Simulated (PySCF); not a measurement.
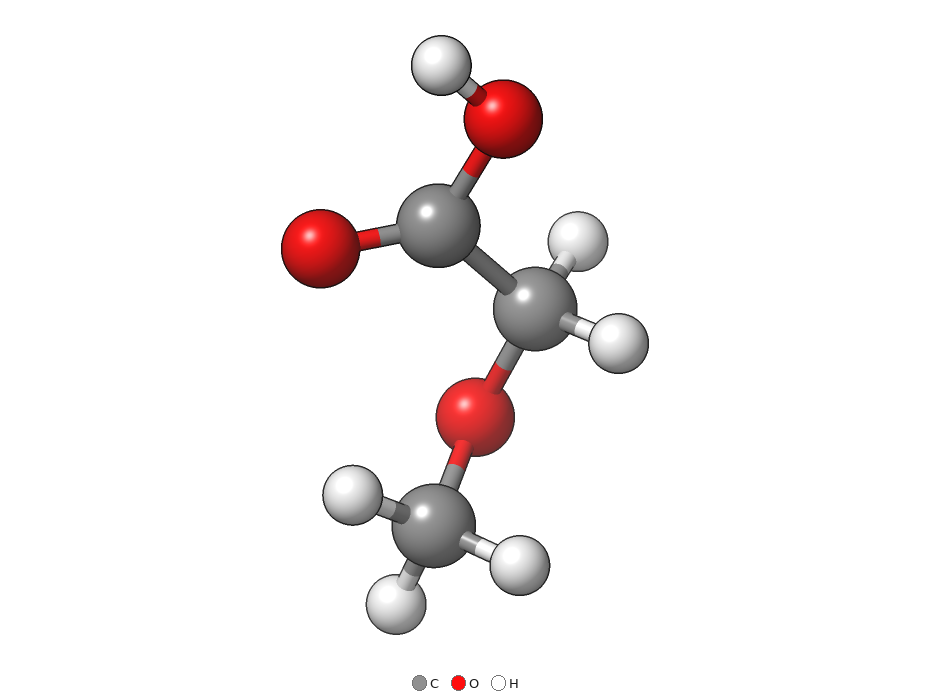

Rendered structure (ball-and-stick style).

The geometry was computed by an optimisation with GFN2-xTB. No frequency run is at hand to confirm it as a minimum.

What does the picture show?

It has 12 atoms: 3 carbon, 6 hydrogen and 3 oxygen (C3H6O3). Its SMILES string is `COCC(=O)O`. It has no ring. Among its groups: ether, carboxylic acid. This geometry has C1 symmetry. Coordination: 2 C tetrahedral; 2 O bent; 1 C trigonal planar.

More results for the same structure follow; atom numbers are the same in all pictures, views and colours differ.

### Shape

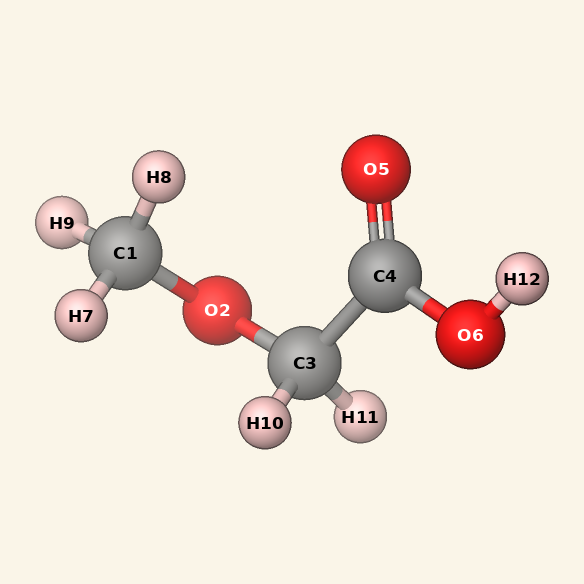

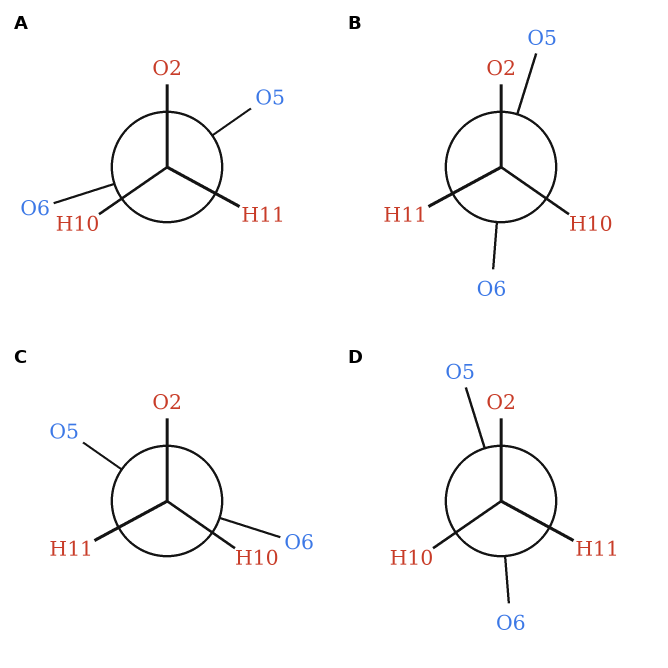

Depth is shown by fading: the farther an atom, the more it takes the colour of the background. Bonds that would overlap in a projection are set slightly apart. No frequency run is at hand to confirm it as a minimum.

Question: Which Newman projection shows the view along C3–C4, with C3 in front?

Answer: B. The torsion angle O2–C3–C4–O6 is −176°, antiperiplanar (anti).

### Excitation

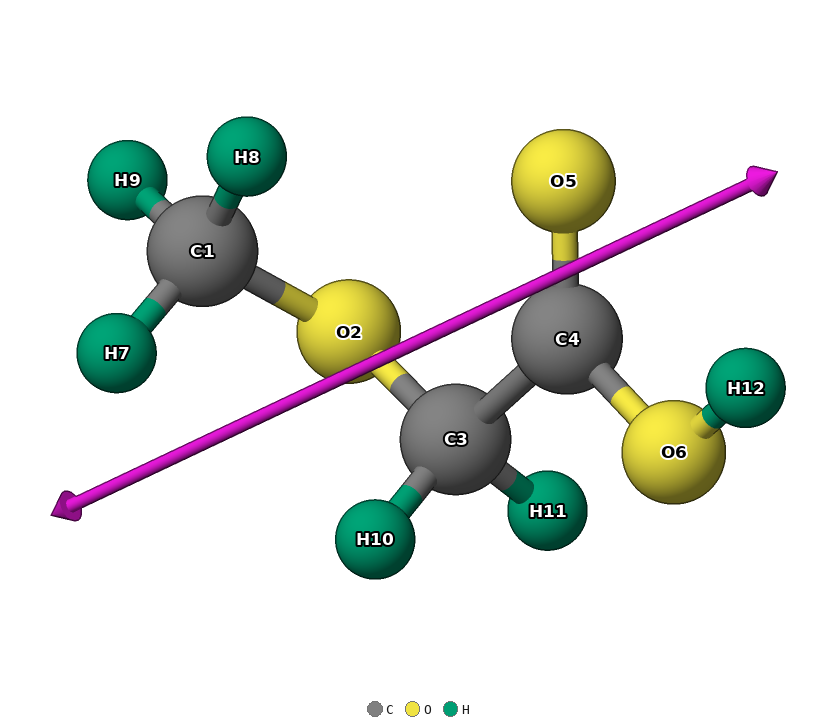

The double arrow shows the direction of the transition dipole to excited singlet state 3 (its length means nothing). No frequency run is at hand to confirm it as a minimum. Method: TDDFT PBE0/def2-SVPD, vertical, gas phase, core orbitals frozen in the response (PySCF 2.14.0).

Question: Give its energy, strength and character.

Answer: 6.95 eV (178 nm), oscillator strength 0.041, mainly HOMO → LUMO+1 (weight 0.91); transition dipole 1.25 D.

### NMR shielding

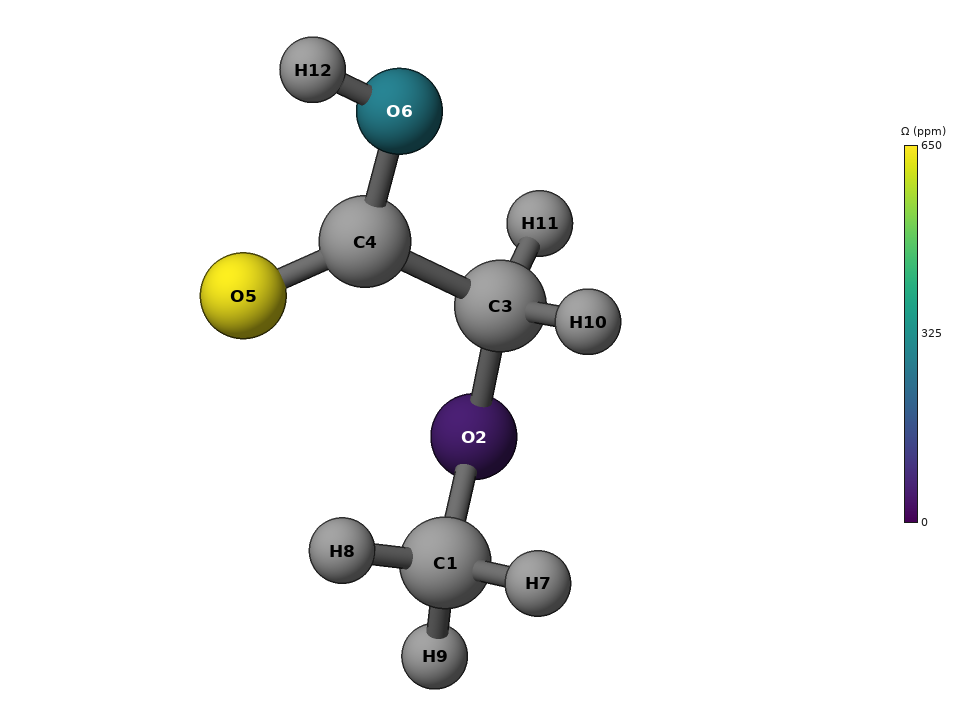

The O atoms are coloured by the span of their shielding tensor. No frequency run is at hand to confirm it as a minimum. Method: GIAO PBE0/pcSseg-1 NMR shielding, non-relativistic, gas phase (PySCF 2.14.0). Principal shieldings σ11 ≤ σ22 ≤ σ33, span Ω = σ33 − σ11, skew κ = 3(σiso − σ22)/Ω.

Question: Which O atom has the most anisotropic shielding?

Answer: O5, with a span of 638 ppm.

Give the shielding tensors of the O atoms.

| atom | σ11 | σ22 | σ33 | σiso | Ω | κ |
| --- | --- | --- | --- | --- | --- | --- |
| O2 | 297.8 | 320.8 | 353.2 | 323.9 | 55.4 | 0.17 |
| O5 | −355.7 | −228.5 | 281.8 | −100.8 | 637.5 | 0.60 |
| O6 | −17.8 | 156.4 | 262.9 | 133.8 | 280.7 | −0.24 |

Shieldings and span in ppm.

### Polarisability

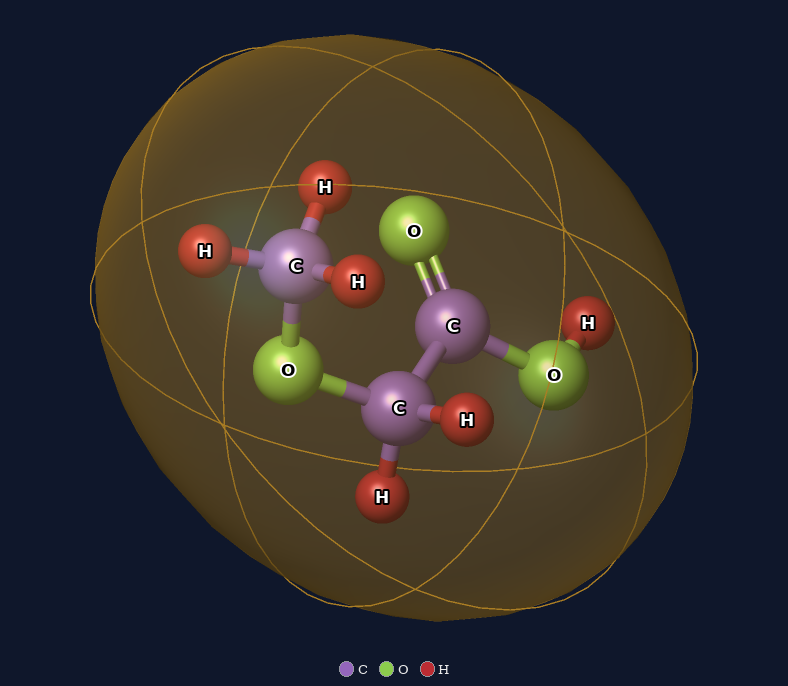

The ellipsoid shows the static dipole polarisability: its half-axes are proportional to the principal values. No frequency run is at hand to confirm it as a minimum. Computed with PBE0/def2-SVPD (PySCF 2.14.0).

Question: Give the principal values, the mean and the anisotropy.

Answer: Principal values 40.6, 50.2, 58.5 bohr³; mean 49.8 bohr³ (7.38 Å³); anisotropy 15.5 bohr³, so the longest axis is 1.44 times the shortest.

### Charges

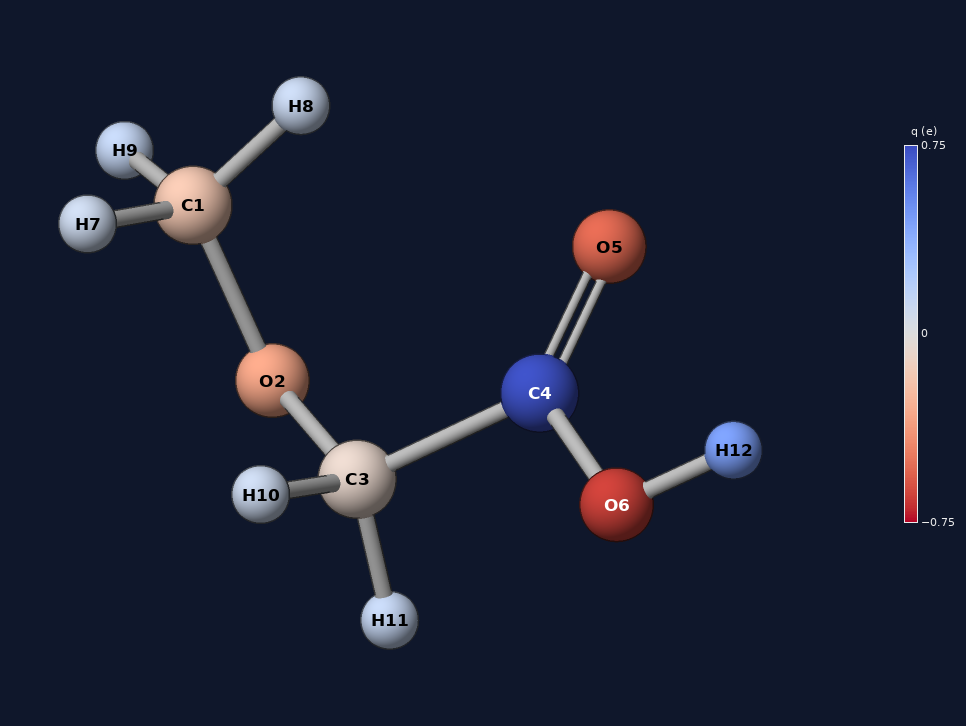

Atoms are coloured by their ESP-fitted charges. No frequency run is at hand to confirm it as a minimum. Properties computed with PBE0/pcSseg-1, gas phase (PySCF 2.14.0).

Question: Which atom carries the highest charge (most positive or least negative)?

Answer: C4 (0.73 e).

Question: And the lowest?

Answer: O6 (−0.64 e).

List the ESP-fitted charges.

```
atom  value (e)
  C1      −0.17
  O2      −0.32
  C3      −0.07
  C4       0.73
  O5      −0.53
  O6      −0.64
  H7       0.09
  H8       0.11
  H9       0.13
 H10       0.10
 H11       0.13
 H12       0.44
```
